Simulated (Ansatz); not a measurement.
Input

```
crystal:
  lattice:
    - [5.4353544603, 0.0, 0.0]
    - [0.0, 5.4353544603, 0.0]
    - [0.0, 0.0, 5.4353544603]
  atoms:
    - { symbol: Cs, position: [0.0, 0.0, 0.0] }
    - { symbol: Si, position: [0.0, 0.5, 0.5] }
    - { symbol: Si, position: [0.5, 0.0, 0.5] }
    - { symbol: Si, position: [0.5, 0.5, 0.0] }
    - { symbol: Sn, position: [0.5, 0.5, 0.5] }
basis:
  ecutwfc: 420
kpoints:
  mp_grid: { grid: [8, 8, 8] }
hamiltonian:
  xc: pbe
scf:
  occupations: { method: gaussian, width: 0.1 }
output:
  forces: true
  stress: true
  eigenvalues: true
  write_density: true
  write_potential: true
  elf: true
  volumetric_format: npy
relax:
  adjacent_minimum: "off"
  f_tol: 0.01
  max_steps: 80
  cell: { stress_tol: 0.05 }
```

Command:

```sh
ansatz run input.yaml --threads 1 --pin off --max-ram 2048MiB --backend cpu --events-out ev --progress --plain --runs-dir out
```

Below, planes, directions and counts refer to the conventional cell (a = 5.42 Å, b = 5.42 Å, c = 5.42 Å, α = 90.00°, β = 90.00°, γ = 90.00°).

The fields are those of the relaxed geometry.

Space group Pm-3m; a structure generated by program, which may or may not match a known phase; computed without spin polarisation.

These are results of DFT PBE, scalar-relativistic, plane waves, PAW (Ansatz 0.2.0), not measurements.

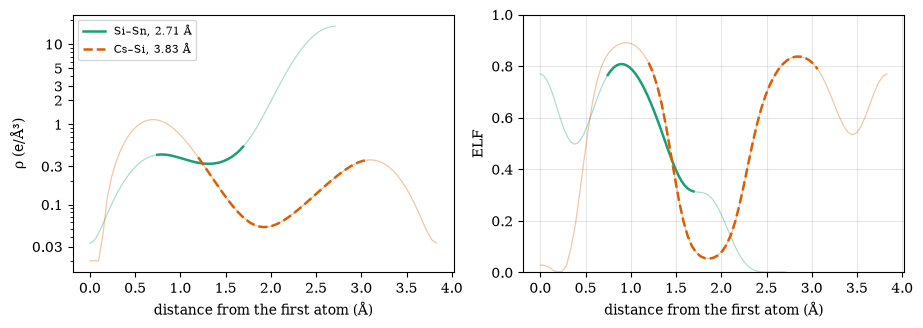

CsSi₃Sn. Valence pseudo-density and ELF along straight lines between neighbouring atoms. Thin, pale parts lie inside the atomic spheres.

Core electrons are frozen (PAW), and the valence fields are smoothed inside the atomic spheres.

Q: Compare the contacts.

A: Si–Sn (2.71 Å): ρ is about 0.32 e/Å³ halfway; the ELF peaks at about 0.80 in the valence shell of Si, 0.9 Å from its nucleus, and is about 0.55 at the midpoint.
Cs–Si (3.83 Å): ρ at the midpoint is about 0.05 e/Å³; the ELF is about 0.05 at the midpoint; no shared electron pair shows on this line.
